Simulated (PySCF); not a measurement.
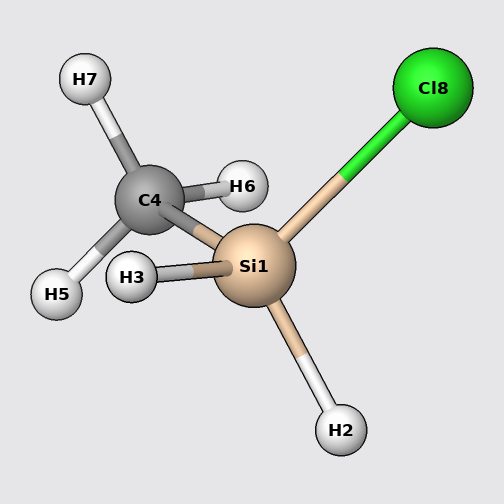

The geometry was computed by an optimisation with PBE0-D3(BJ)/def2-SVP. No frequency run is at hand to confirm it as a minimum. Properties computed with delta-SCF UKS SCAN, pcX-2 on the ionised atom (unc-x2c-TZVPall on a metal), pcseg-1 elsewhere, spin-free X2C (PySCF 2.14.0).

Give the core-electron binding energies (to vacuum; p and d levels without spin–orbit splitting) of Si1 1s, Si1 2p, C4 1s, Cl8 1s, Cl8 2p.

```
atom  level  binding energy (eV)
 Si1     1s               1847.6
 Si1     2p                108.0
  C4     1s                290.7
 Cl8     1s               2828.5
 Cl8     2p                206.4
```
